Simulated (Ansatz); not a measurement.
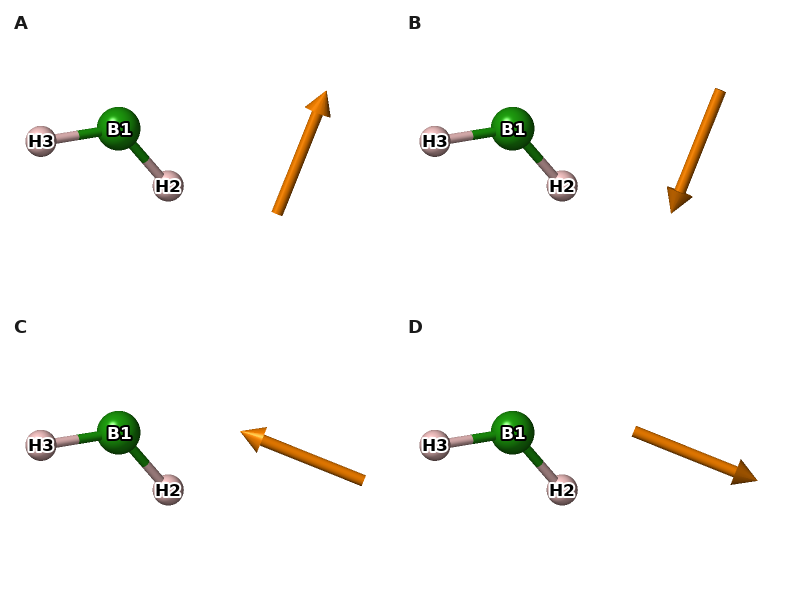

The same molecule four times, each with an arrow. State: neutral, doublet. Computed geometry: PBE0-D4/def2-TZVP optimisation. Method: UKS PBE0-D4/def2-TZVP (Ansatz 0.2.0).

### Which arrow points along the dipole moment, from the negative to the positive end?

B. The dipole moment is 0.50 D; it points from the side of B1 to the side of H2, H3 (the outermost atoms at the two ends).
